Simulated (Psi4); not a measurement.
# One shape, several levels: triplet [SiCl3]+

Wanted: a comparison of 4 runs (UHF/STO-3G, U-wB97X-V/aug-cc-pVDZ, UHSE06/aug-cc-pVDZ, UMP3/aug-cc-pVDZ) of triplet [SiCl3]+. 

The calculation is run with Psi4 1.11.

**1. The structure to begin with**

The species is [SiCl3]+ (4 atoms), meant as a triplet with charge +1. SMILES of the parent species: `Cl[Si+](Cl)Cl`. Geometry: relaxed at PBE0-D4/def2-TZVP. That shape belongs to the parent species and isn't relaxed for this state.

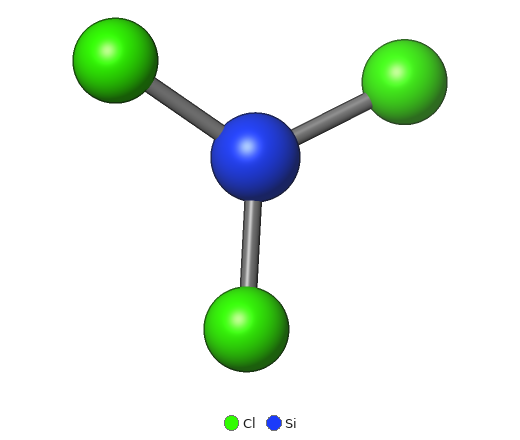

Viewed from a chosen angle; chlorine green, silicon blue.

**2. Energy and forces at UHF/STO-3G (run 1)**

calc.inp reads:

```
memory 2.2 GB

molecule {
  1 3
  Cl
  Si 1 R2
  Cl 2 R3 1 A3
  Cl 2 R4 1 A4 3 D4

  R2 = 1.946882
  R3 = 1.946883
  A3 = 119.99894
  R4 = 1.946883
  A4 = 119.99844
  D4 = -179.98095
  units angstrom
  symmetry c1
  no_reorient
  no_com
}

set basis STO-3G
set reference uhf
set puream true
set e_convergence 1e-09
set d_convergence 1e-08
set scf_type pk
set maxiter 100

E = gradient("hf")
```

Command:

```sh
$ psi4 -n 1 calc.inp calc.out
```

calc.out:

```text
[...]
  Running in c1 symmetry.
[...]
  Nuclear repulsion =  330.127184992631328
[...]
  Multiplicity = 3
[...]
  Nalpha       = 33
  Nbeta        = 31
[...]
    Number of basis functions: 36
[...]
   @UHF iter   1: -1648.86244212929068   -2.78041e-01   7.32973e-03 DIIS/ADIIS
[...]
   @UHF iter  14: -1648.94291374210547    4.54747e-13   4.05091e-09 DIIS
[...]
   @S^2 Observed:                2.018688193E+00
[...]
  @UHF Final Energy: -1648.94291374210547
   => Energetics <=
    Nuclear Repulsion Energy =            330.1271849926313280
    One-Electron Energy =               -2924.7650774449093660
    Two-Electron Energy =                 945.6949787101723359
    Total Energy =                      -1648.9429137421054747
  UHF NO Occupations:
  HONO-2 :   31  A 1.9933639
  HONO-1 :   32  A 1.0000000
[...]
 Multipole Moments:
 ------------------------------------------------------------------------------------
     Multipole            Electronic (a.u.)      Nuclear  (a.u.)        Total (a.u.)
 ------------------------------------------------------------------------------------
 L = 1.  Multiply by 2.5417464519 to convert [e a0] to [Debye]
 Dipole X            :         -0.0010446            0.0001113           -0.0009333
 Dipole Y            :         -0.0000097           -0.0000017           -0.0000113
 Dipole Z            :          0.0001406            0.0000151            0.0001557
 Magnitude           :                                                    0.0009463
[...]
  -Total Gradient:
     Atom            X                  Y                   Z
    ------   -----------------  -----------------  -----------------
       1        0.000070492432     0.000000222514     0.084772744935
       2       -0.000235894290    -0.000000035164     0.000001442284
       3        0.000070496159     0.073416334357    -0.042387337014
       4        0.000094905698    -0.073416521667    -0.042386850217
[...]
```

It took 2.6 s on 1 thread of AMD EPYC 7R43 (Zen 3), shared host; peak memory 0.18 GiB.

**3. The energy at U-wB97X-V/aug-cc-pVDZ (run 2)**

input.inp reads:

```
memory 2200 MB

molecule {
  1 3
  Cl
  Si 1 1.946882
  Cl 2 1.946883 1 119.99894
  Cl 2 1.946883 1 119.99844 3 -179.98095
  units angstrom
  symmetry c1
}

set basis aug-cc-pVDZ
set reference uks
set puream true
set e_convergence 1e-09
set d_convergence 1e-08
set scf_type pk
set dft_radial_points 99
set dft_spherical_points 590
set maxiter 100

energy("wb97x-v")
```

Command:

```sh
$ psi4 -i input.inp -o input.out -n 1
```

input.out:

```text
[...]
  Running in c1 symmetry.
[...]
  Nuclear repulsion =  330.127184992631328
[...]
  Multiplicity = 3
[...]
  Nalpha       = 33
  Nbeta        = 31
[...]
    Number of basis functions: 108
[...]
   @UKS iter   1: -1669.41976642735926    7.05255e-01   1.39337e-03 DIIS/ADIIS
[...]
   @UKS iter  11: -1669.44047782877669   -1.04592e-11   7.48985e-09 DIIS
[...]
   @S^2 Observed:                2.013647056E+00
[...]
    Orbital Energies [Eh]
    ---------------------
    Alpha Occupied:
       1A   -101.817692     2A   -101.817683     3A   -101.817676
       4A    -66.466195     5A     -9.844890     6A     -9.844876
       7A     -9.844868     8A     -7.598120     9A     -7.598111
      10A     -7.598103    11A     -7.596317    12A     -7.596309
      13A     -7.596301    14A     -7.588769    15A     -7.588761
      16A     -7.588755    17A     -5.704408    18A     -4.055764
      19A     -4.055763    20A     -4.054807    21A     -1.268477
      22A     -1.231436    23A     -1.231429    24A     -0.891465
      25A     -0.789708    26A     -0.789707    27A     -0.746327
      28A     -0.723873    29A     -0.723866    30A     -0.701161
      31A     -0.701155    32A     -0.696896    33A     -0.447378
[...]
  @UKS Final Energy: -1669.44047782877669
   => Energetics <=
    Nuclear Repulsion Energy =            330.1271849926313280
    One-Electron Energy =               -2949.0677773879083361
    Two-Electron Energy =                1028.9430384740583122
    DFT Exchange-Correlation Energy =     -79.7082374348540270
    Empirical Dispersion Energy =           0.0000000000000000
    VV10 Nonlocal Energy =                  0.2653135272963517
    Total Energy =                      -1669.4404778287766931
[...]
 Multipole Moments:
 ------------------------------------------------------------------------------------
     Multipole            Electronic (a.u.)      Nuclear  (a.u.)        Total (a.u.)
 ------------------------------------------------------------------------------------
 L = 1.  Multiply by 2.5417464519 to convert [e a0] to [Debye]
 Dipole X            :         -0.0009835            0.0001113           -0.0008722
 Dipole Y            :         -0.0000721           -0.0000017           -0.0000737
 Dipole Z            :         -0.0001102            0.0000151           -0.0000951
 Magnitude           :                                                    0.0008805
[...]
```

Run time: 98 s. Hardware: 1 thread of AMD EPYC 7R43 (Zen 3), shared host; peak memory 1 GiB.

**4. Energy and forces at UHSE06/aug-cc-pVDZ (run 3)**

cl3si.json reads:

```json
{
  "schema_name": "qcschema_input",
  "schema_version": 1,
  "molecule": {
    "schema_name": "qcschema_molecule",
    "schema_version": 2,
    "symbols": ["Cl", "Si", "Cl", "Cl"],
    "geometry": [-2.94041385, -1.17597657, 1.87252962, 0.0, -0.00018897, -0.00018897, 3.34859469, -1.26536061, 0.84943189, -0.40818084, 2.44152615, -2.72177254],
    "molecular_charge": 1,
    "molecular_multiplicity": 3,
    "fix_symmetry": "c1"
  },
  "driver": "gradient",
  "model": {
    "method": "hse06",
    "basis": "aug-cc-pVDZ"
  },
  "keywords": {
    "reference": "uks",
    "puream": true,
    "e_convergence": 1e-09,
    "d_convergence": 1e-08,
    "scf_type": "pk",
    "dft_radial_points": 99,
    "dft_spherical_points": 590,
    "maxiter": 100
  }
}
```

Command:

```sh
$ psi4 --qcschema cl3si.json -n 1 --memory 2200MB
```

stdout:

```text
[...]
  Running in c1 symmetry.
[...]
  Nuclear repulsion =  330.127151137488966
[...]
  Multiplicity = 3
[...]
  Nalpha       = 33
  Nbeta        = 31
[...]
    Number of basis functions: 108
[...]
   @UKS iter   1: -1669.19840082636756    7.68891e-01   1.64764e-03 ADIIS/DIIS
[...]
   @UKS iter  14: -1669.21694745243099   -2.27374e-13   1.17334e-09 DIIS
[...]
   @S^2 Observed:                2.009217227E+00
[...]
  @UKS Final Energy: -1669.21694745243099
   => Energetics <=
    Nuclear Repulsion Energy =            330.1271511374889656
    One-Electron Energy =               -2949.3396245408089271
    Two-Electron Energy =                1030.2398948714790095
    DFT Exchange-Correlation Energy =     -80.2443689205899204
    Empirical Dispersion Energy =           0.0000000000000000
    VV10 Nonlocal Energy =                  0.0000000000000000
    Total Energy =                      -1669.2169474524309862
[...]
 Multipole Moments:
 ------------------------------------------------------------------------------------
     Multipole            Electronic (a.u.)      Nuclear  (a.u.)        Total (a.u.)
 ------------------------------------------------------------------------------------
 L = 1.  Multiply by 2.5417464519 to convert [e a0] to [Debye]
 Dipole X            :          0.0000437            0.0000000            0.0000437
 Dipole Y            :          0.0005876           -0.0000794            0.0005082
 Dipole Z            :          0.0005478           -0.0000794            0.0004685
 Magnitude           :                                                    0.0006925
[...]
  -Total Gradient:
     Atom            X                  Y                   Z
    ------   -----------------  -----------------  -----------------
       1        0.038793286465     0.015478599612    -0.024742891967
       2        0.000012951487     0.000119674199     0.000105653733
       3       -0.044186392130     0.016654414017    -0.011239666419
       4        0.005378633376    -0.032252055663     0.035876623421
[...]
```

The result, in JSON:

```text
{
 "driver": "gradient",
 "model": {
  "method": "hse06",
  "basis": "aug-cc-pVDZ"
 },
 "success": true,
 "return_result": [0.038793286465370225, 0.015478599612358382, -0.02474289196678571, 1.295148717189453e-05, 0.0001196741991187589, 0.00010565373331754448, -0.04418639213002845, 0.01665441401708817, -0.011239666418729283, 0.005378633376464579, -0.0322520556631366, 0.035876623421489284],
 "properties": {
  "calcinfo_nbasis": 108,
  "calcinfo_nmo": 108,
  "calcinfo_nalpha": 33,
  "calcinfo_nbeta": 31,
  "calcinfo_natom": 4,
  "nuclear_repulsion_energy": 330.12715113748897,
  "return_energy": -1669.216947452431,
  "return_gradient": [0.038793286465370225, 0.015478599612358382, -0.02474289196678571, 1.295148717189453e-05, 0.0001196741991187589, 0.00010565373331754448, -0.04418639213002845, 0.01665441401708817, -0.011239666418729283, 0.005378633376464579, -0.0322520556631366, 0.035876623421489284],
  "scf_one_electron_energy": -2949.339624540809,
  "scf_two_electron_energy": 1030.239894871479,
  "scf_xc_energy": -80.24436892058992,
  "scf_dipole_moment": [4.371043039474998e-05, 0.0005081886626960852, 0.0004684503105916171],
  "scf_total_energy": -1669.216947452431,
  "scf_total_gradient": [0.038793286465370225, 0.015478599612358382, -0.02474289196678571, 1.295148717189453e-05, 0.0001196741991187589, 0.00010565373331754448, -0.04418639213002845, 0.01665441401708817, -0.011239666418729283, 0.005378633376464579, -0.0322520556631366, 0.035876623421489284],
  "scf_iterations": 14
 }
}
```

Run time: 4.5 min. Hardware: 1 thread of AMD EPYC 7R43 (Zen 3), shared host; peak memory 0.99 GiB.

**5. The energy at UMP3/aug-cc-pVDZ (run 4)**

run.py reads:

```python
import psi4

psi4.set_memory(2200000000)
psi4.set_num_threads(1)
psi4.set_output_file('run.log', False)

geom = psi4.geometry("""
1 3
Cl    -1.556000    -0.622300     0.990900
Si     0.000000    -0.000100    -0.000100
Cl     1.772000    -0.669600     0.449500
Cl    -0.216000     1.292000    -1.440300
units angstrom
symmetry c1
""")

psi4.set_options({
    'reference': 'uhf',
    'puream': True,
    'e_convergence': 1e-09,
    'd_convergence': 1e-08,
    'scf_type': 'pk',
    'num_frozen_docc': 20,
    'maxiter': 100,
    'mp_type': 'conv',
})

result = psi4.energy('mp3/aug-cc-pVDZ', molecule=geom)
print(f'mp3/aug-cc-pVDZ energy: {result:.10f} Eh')
```

Command:

```sh
$ python run.py
```

run.log:

```text
[...]
  Running in c1 symmetry.
[...]
  Nuclear repulsion =  330.127150927455659
[...]
  Multiplicity = 3
[...]
  Nalpha       = 33
  Nbeta        = 31
[...]
    Number of basis functions: 108
[...]
   @UHF iter   1: -1666.99159753288632    7.20154e-01   1.94447e-03 ADIIS/DIIS
[...]
   @UHF iter  19: -1667.03832120812262    2.04636e-12   4.59038e-09 DIIS
[...]
   @S^2 Observed:                2.051830733E+00
[...]
    Orbital Energies [Eh]
    ---------------------
    Alpha Occupied:
       1A   -105.125682     2A   -105.125679     3A   -105.125666
       4A    -69.103160     5A    -10.851131     6A    -10.851129
       7A    -10.851115     8A     -8.324519     9A     -8.324516
      10A     -8.324501    11A     -8.314853    12A     -8.314850
      13A     -8.314837    14A     -8.314402    15A     -8.314399
      16A     -8.314386    17A     -6.450572    18A     -4.567118
      19A     -4.556358    20A     -4.556358    21A     -1.424600
      22A     -1.384668    23A     -1.384657    24A     -0.955118
      25A     -0.833703    26A     -0.833700    27A     -0.798630
      28A     -0.769432    29A     -0.769430    30A     -0.748514
      31A     -0.748505    32A     -0.748162    33A     -0.455561
[...]
  @UHF Final Energy: -1667.03832120812262
   => Energetics <=
    Nuclear Repulsion Energy =            330.1271509274556593
    One-Electron Energy =               -2948.5420351445336564
    Two-Electron Energy =                 951.3765630089553724
    Total Energy =                      -1667.0383212081226247
  UHF NO Occupations:
  HONO-2 :   31  A 1.9916093
  HONO-1 :   32  A 1.0000000
[...]
 Multipole Moments:
 ------------------------------------------------------------------------------------
     Multipole            Electronic (a.u.)      Nuclear  (a.u.)        Total (a.u.)
 ------------------------------------------------------------------------------------
 L = 1.  Multiply by 2.5417464519 to convert [e a0] to [Debye]
 Dipole X            :         -0.0004745            0.0000000           -0.0004745
 Dipole Y            :         -0.0038027           -0.0000794           -0.0038821
 Dipole Z            :         -0.0034048           -0.0000794           -0.0034842
 Magnitude           :                                                    0.0052378
[...]
	SCS-MP2 Total Energy (a.u.)        : -1667.53605862234531
	SOS-MP2 Total Energy (a.u.)        : -1667.52425021279464
[...]
	SOS-PI-MP2 Total Energy (a.u.)     : -1667.56162936700025
[...]
	MP2 Total Energy (a.u.)            : -1667.55967544144664
[...]
	SCS-MP3 Total Energy (a.u.)        : -1667.54558618646729
[...]
	MP3 Total Energy (a.u.)            : -1667.59778569793480
[...]
```

The script printed:

```text
mp3/aug-cc-pVDZ energy: -1667.5977856979 Eh
```

Wall time 73 s (1 thread of AMD EPYC 7R43 (Zen 3), shared host); peak memory 1 GiB.

**6. The series**

```csv
run,level,task,integration grid,energy (Eh),HOMO energy (eV),⟨S²⟩,wall time
1,UHF/STO-3G,gradient,–,-1648.942914,-12.79,2.019,2.6 s
2,U-wB97X-V/aug-cc-pVDZ,energy,99 radial × 590 angular,-1669.440478,-12.17,2.014,98 s
3,UHSE06/aug-cc-pVDZ,gradient,99 radial × 590 angular,-1669.216947,-9.81,2.009,4.5 min
4,UMP3/aug-cc-pVDZ,energy,–,-1667.597786,-12.40,2.052,73 s
```

**7. Outcome**

| quantity | value |
| --- | --- |
| run 4: total energy | -1667.59779 Eh |
| run 4: HOMO energy (Hartree–Fock orbitals) (highest over α and β) | -12.40 eV |
| run 4: LUMO energy (Hartree–Fock orbitals) (lowest over α and β) | -11.55 eV |
| run 4: correlation energy (20 core orbitals frozen) | -559.5 mEh |
| run 4: ⟨S²⟩ of the reference determinant | 2.052 |

**Reading.** Totals of different functionals can't be ranked against each other. In run 1 the basis is minimal, so the values are rough. All runs together took 7.4 min, the longest 4.5 min.
